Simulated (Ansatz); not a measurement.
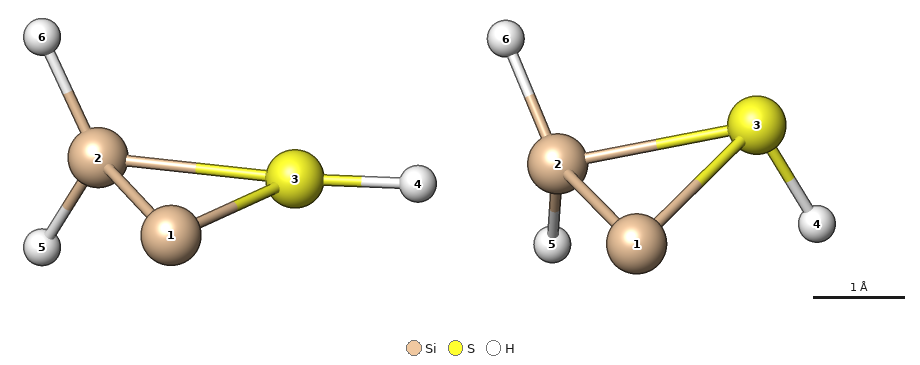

Two geometries of Si2H3S (charge +1), drawn at one scale. One is the start of a relaxation, the other its converged end. Style: ball-and-stick. Shown at a tilt.

Computed with RKS PBE-D4/def2-SVP (Ansatz). Set-up: force threshold 0.03 eV/Å; at most 250 steps.

**Which geometry has the lower energy?**

The right one is the relaxed one. It is one of the separated reactants of a reaction. After 15 accepted moves (17 points after the start) the energy has fallen by 1.109 eV. The largest force component goes from 3.3 to 0.015 eV/Å. The line search rejected the trial steps at points 14, 16 of the run. The forces were under the threshold at step 6, but the run went on from there. The largest move after the best rigid fit is that of H4, 0.92 Å. By element the largest moves are H 0.92 Å, S 0.62 Å, Si 0.35 Å. Among the contacts that change: Si1–S3 2.032 → 2.399 Å, Si1–Si2 2.224 → 2.390 Å, Si2–S3 2.239 → 2.293 Å, Si2–H5 1.472 → 1.498 Å. Bond angles that change, for instance: Si2–S3–H4 170.8° → 103.1°, Si1–S3–H4 126.7° → 94.1°, S3–Si2–H6 118.5° → 102.2°.
